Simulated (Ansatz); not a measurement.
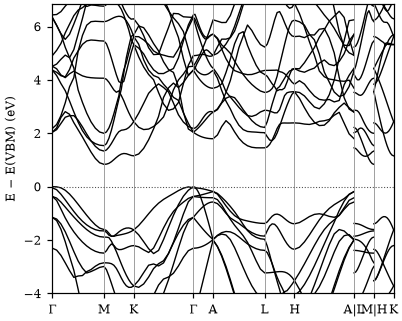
Figure. Band structure from DFT-PBEsol in the program Ansatz with PAW potentials

### Question
Read off the gap and where the band edges lie.

### Answer
About 0.8 eV (0.84 eV by a search for the band edges); maximum at Γ, minimum at M.

The material is AlP in space group P6_222 (No. 180; Al on 3d, P on 3c).

The start of the workflow was typed in or built on a structure type; neither database checked (COD, Materials Project) lists it. It is not the phase usual at ambient conditions (space group No. 216). Symmetry was held in the PBEsol relaxation; of distortions, only those at the zone centre were tested.

Potentials: the later of the program's two PAW sets.
